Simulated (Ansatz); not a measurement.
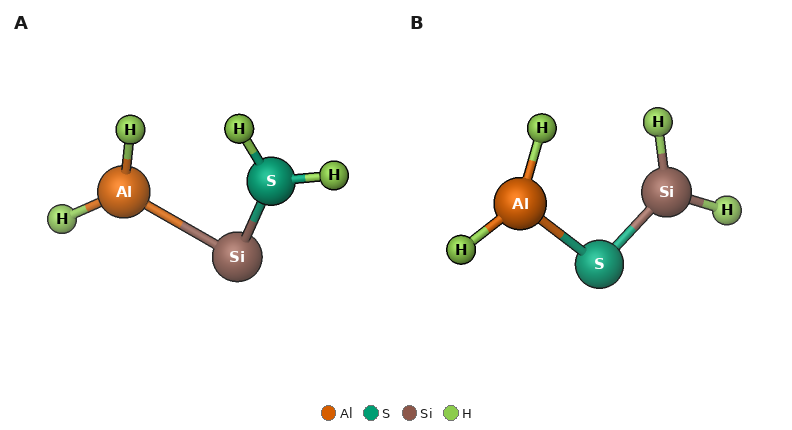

2 stationary structures of one formula. Charge +1, singlet. Geometries: PBE0-D4/def2-TZVP. Electronic energies: RHF-CCSD(T) (frozen core)/def2-TZVPP (Ansatz 0.2.0), without zero-point energy. No frequency run is at hand to confirm each as a minimum. Each is one conformer, not always the lowest.

Which is lowest in energy, and by how much?

Answer. B is lowest (Cs); A lies 250.2 kJ/mol above it (Cs).
